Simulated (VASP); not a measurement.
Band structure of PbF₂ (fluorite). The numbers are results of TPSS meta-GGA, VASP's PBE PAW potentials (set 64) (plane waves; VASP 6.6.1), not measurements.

Unless said otherwise, spin-orbit coupling is left out, though it shifts the bands of the heavy elements here.

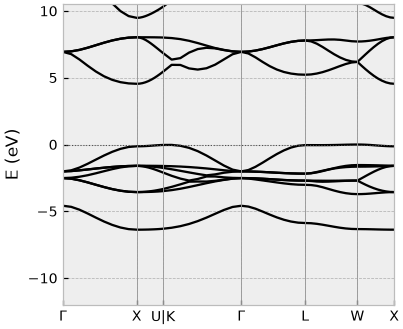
*Bands along high-symmetry lines, zero at the valence-band maximum or, without a gap, the Fermi level*

**Question.** Read the plot: is there a gap, and where are the band edges?

**Answer.** The gap is indirect, 4.55 eV, from the valence maximum at W to the conduction minimum at X.

The compound is PbF2 in the fluorite structure, the β form. It was relaxed first.
